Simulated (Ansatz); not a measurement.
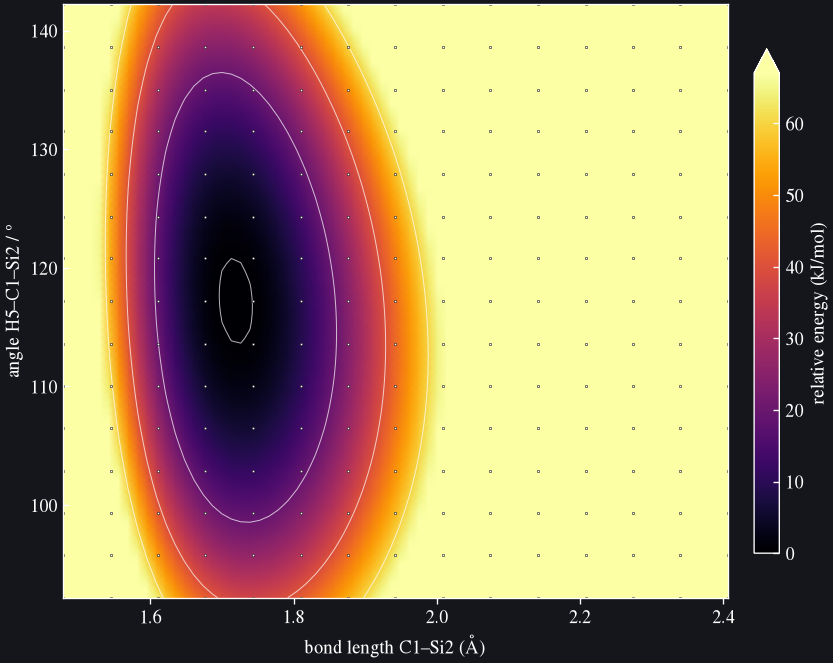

CH₄NSi, SMILES C=[Si+]N, charge +1. The first coordinate is: bond length C1–Si2; the second: angle H5–C1–Si2. Nothing is relaxed (all other coordinates rigid). The scan uses a 15 × 15 grid. Energies: kJ/mol, counted from the lowest grid point. Method: RKS PBE0-D4/def2-TZVP (Ansatz).

The picture shows a smooth colour map with a few white contour lines, dots at the grid points, one colour for all values above the top of the scale. Between grid points the surface is interpolated.

Where is the minimum, and how stiff is the well along each coordinate?

Answer. The interpolated minimum is at bond length C1–Si2 ≈ 1.719 Å, angle H5–C1–Si2 ≈ 117.2°. The curvatures there are about 28 eV/Å² and 4 eV/rad², with a cross term of about 1.5 eV/(Å·rad). Round the minimum the two coordinates are weakly coupled (coupling 0.14 in units of the two stiffnesses). (1 eV is 96.5 kJ/mol.)
